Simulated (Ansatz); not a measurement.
**AlH2(OH) (AlH3O): trial inputs and their diagnosis**

Aim: try 2 inputs for AlH2(OH) (AlH3O) as typed, read how each ends, and find what has to change.

Method: the settings change from run to run; program: Ansatz 0.2.0, Gaussian basis.

### 1 The geometry

The geometry comes from an earlier relaxation with r2SCAN-D4 in a triple-zeta def2 set; it is a stationary point.

5 atoms, charge 0, spin multiplicity 1.

Atoms are counted from 1 here; the program's logs count them from 0.

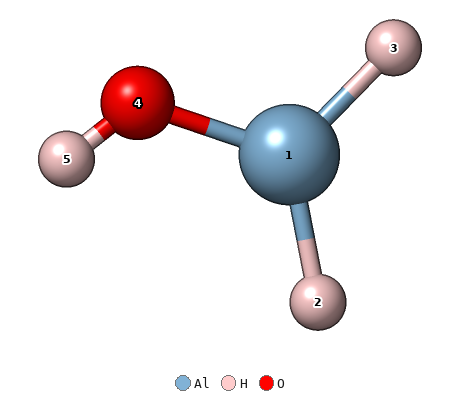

The structure; aluminium light blue, hydrogen pink, oxygen red; atoms are numbered from 1 in the order of the file.

### 2 Attempt 1

in.yaml reads:

```yaml
crystal:
  periodic: [false, false, false]
  atoms:
    - {symbol: Al, position_ang: [0.362125, 0.874991, -0.200450]}
    - {symbol: H, position_ang: [3.305792, 0.352514, -0.323876]}
    - {symbol: H, position_ang: [-0.894267, 3.540272, -0.628045]}
    - {symbol: O, position_ang: [-1.659887, -1.533213, 0.429798]}
    - {symbol: H, position_ang: [-1.113764, -3.234564, 0.722573]}
basis:
  gaussian: {orbitals: 6-31G}
hamiltonian: {xc: {name: wPBEh}}
accuracy: high
```

Command:

```bash
ansatz run in.yaml --threads 4 --pin off --events-out ev --progress --plain --max-ram 3916MiB
```

The program printed:

```text
Functional definition: wPBEh
  name "wPBEh"
  cite "Heyd, Scuseria & Ernzerhof, J. Chem. Phys. 118, 8207 (2003) doi:10.1063/1.1564060"
  cite "Krukau, Vydrov, Izmaylov & Scuseria, J. Chem. Phys. 125, 224106 (2006) doi:10.1063/1.2404663"
  cite "Heyd & Scuseria, J. Chem. Phys. 120, 7274 (2004) doi:10.1063/1.1668634"
  cite "Ernzerhof & Perdew, J. Chem. Phys. 109, 3313 (1998) doi:10.1063/1.476928"
  cite "Perdew, Burke & Ernzerhof, Phys. Rev. Lett. 77, 3865 (1996) doi:10.1103/PhysRevLett.77.3865"
  parent pbe
  parameter a = 0.25
  parameter omega = 0.11/bohr
  exchange = wpbe_x - a*pbe_x_sr(omega) + a*exact_x_sr(omega)
  correlation = pbe_c
553 factors; integrals over basis functions are off by at most 3.5e-9 eV
113 factors; integrals over basis functions are off by at most 5.4e-10 eV
mean field evaluation 1: about -8657.8697 eV, gradient 7.3e1 eV
mean field evaluation 2: about -8413.3818 eV, gradient 2.0e2 eV
mean field evaluation 4: about -8645.7915 eV, gradient 7.9e1 eV
mean field evaluation 8: about -8673.3635 eV, gradient 2.9e-2 eV
mean field evaluation 16: about -8673.3609 eV, gradient 1.6e-8 eV
mean field evaluation 32: about -8667.8635 eV, gradient 3.5e1 eV
mean field -8673.36092213 eV, -318.7401348729 hartree, gradient 1.6e-8 eV, S^2 0.000000; 3 other end points of the search recorded, 0 dependent functions left out
reference -8673.36092612 eV, -318.7401350198 hartree; 12, 12 occupied and 16, 16 virtual orbitals, 553 factors
Total energy: -8673.36092612 eV, -318.7401350198 hartree
```

Wall time 1.4 s (4 threads of Arm Neoverse V2, shared host).

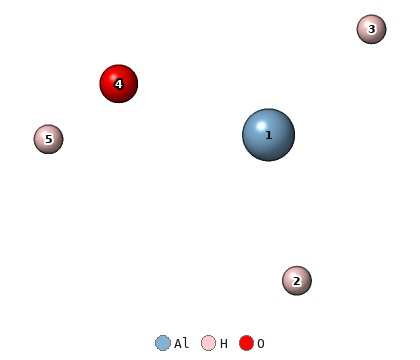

The geometry of this input.

Diagnosis: It ended without an error, which proves nothing about the input. The coordinates are in bohr but typed as ångström. The shortest distance is 1.81 Å (O4–H5), against 0.96 Å in the relaxed molecule. Its energy is no property of the relaxed molecule. Cure: take the coordinates from the file in ångström.

### 3 Attempt 2

in.yaml reads:

```yaml
crystal:
  periodic: [false, false, false]
  atoms:
    - {symbol: Al, position_ang: [0.070124, 0.425059, -0.191865]}
    - {symbol: H, position_ang: [1.696188, 0.152188, -0.251175]}
    - {symbol: H, position_ang: [-0.440159, 1.911286, -0.326064]}
    - {symbol: O, position_ang: [-0.716043, -0.767109, 0.222375]}
    - {symbol: H, position_ang: [-0.764715, -1.448609, 0.440415]}
basis:
  gaussian: {orbitals: cc-pVTZ-rifit}
hamiltonian: {xc: {name: wPBEh}}
scf: {omitted_lower_state_checks: [starts]}
```

Launched as before.

The program printed, shortened:

```text
Functional definition: wPBEh
  name "wPBEh"
  cite "Heyd, Scuseria & Ernzerhof, J. Chem. Phys. 118, 8207 (2003) doi:10.1063/1.1564060"
  cite "Krukau, Vydrov, Izmaylov & Scuseria, J. Chem. Phys. 125, 224106 (2006) doi:10.1063/1.2404663"
  cite "Heyd & Scuseria, J. Chem. Phys. 120, 7274 (2004) doi:10.1063/1.1668634"
  cite "Ernzerhof & Perdew, J. Chem. Phys. 109, 3313 (1998) doi:10.1063/1.476928"
  cite "Perdew, Burke & Ernzerhof, Phys. Rev. Lett. 77, 3865 (1996) doi:10.1103/PhysRevLett.77.3865"
  parent pbe
[...]
956 factors; their error is unknown
43 factors; integrals over basis functions are off by at most 2.0e-6 eV
[...]
mean field -8604.35621586 eV, -316.2042586909 hartree, gradient 1.9e-5 eV, S^2 0.000000; 0 other end points of the search recorded, 0 dependent functions left out
reference -8604.35625250 eV, -316.2042600372 hartree; 12, 12 occupied and 281, 281 virtual orbitals, 956 factors
Total energy: -8604.35625250 eV, -316.2042600372 hartree
Checks for a lower state left out: starts
```

It took 1.8 s on 4 threads of Arm Neoverse V2, shared host; peak memory 0.69 GiB.

Diagnosis: The run converged, but a converged run isn't a right one. The set cc-pVTZ-rifit is made for fitting, not for orbitals. Its coordinates are also moved off the relaxed structure (shortest distance 0.72 Å, against 0.96 Å), and have to be restored too. Its energy is that of an unsuitable basis. To mend it, name an orbital basis such as cc-pVTZ, and keep the fitting set for the fitting key.

### 4 How the tries ended

| attempt | level | ended | cause | time |
| --- | --- | --- | --- | --- |
| 1 | wPBEh/6-31G | converged | the coordinates are in bohr but typed as ångström | 1.4 s |
| 2 | wPBEh/cc-pVTZ-rifit | converged | the set cc-pVTZ-rifit is made for fitting, not for orbitals | 1.8 s |

2 converged. The dangerous case is the input that converges on a wrong geometry, charge, spin, basis or grid: often only a look at the input shows it.
